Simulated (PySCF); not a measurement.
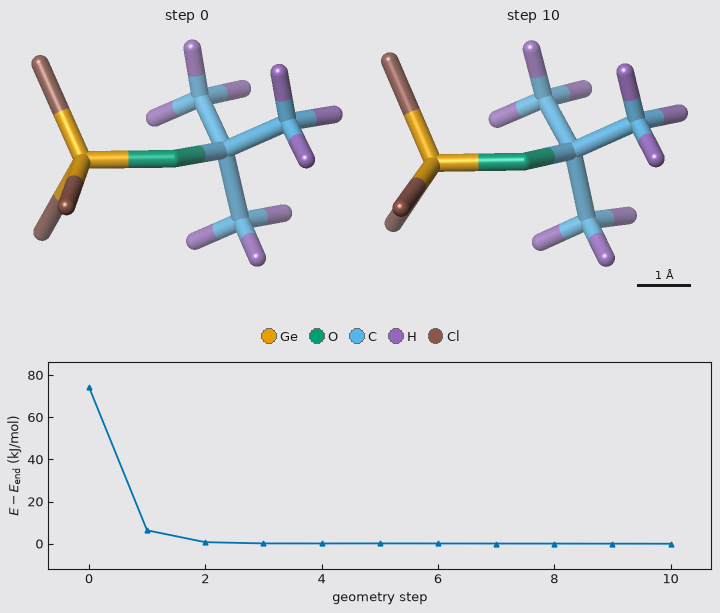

First and last geometry of a relaxation of C$_{4}$H$_{9}$Cl$_{3}$GeO, with the history of the run. A stick model, seen at a tilt.

The start comes from GFN2-xTB. Its atoms were then displaced at random by about 0.03 Å.

These are results of PBE0-D3(BJ)/def2-SVP geometry optimisation, gas phase in PySCF, not measurements. 

### Read the history and describe the run.

It converged. The largest moves after the best rigid fit, 0.23 Å, are those of Cl atoms. By element the largest moves are Cl 0.23 Å, H 0.16 Å, O 0.14 Å, Ge 0.13 Å, C 0.09 Å. Some distances before and after: C–C 1.415 → 1.523 Å, Cl–Ge 2.041 → 2.138 Å, Cl–Ge 2.237 → 2.144 Å, C–H 1.040 → 1.100 Å. Bond angles that change, for instance: Cl–Ge–Cl 116.7° → 108.4°, C–C–H 117.9° → 110.9°, Ge–O–C 135.7° → 128.7°. After 10 geometry steps the energy has fallen by 74.4 kJ/mol.
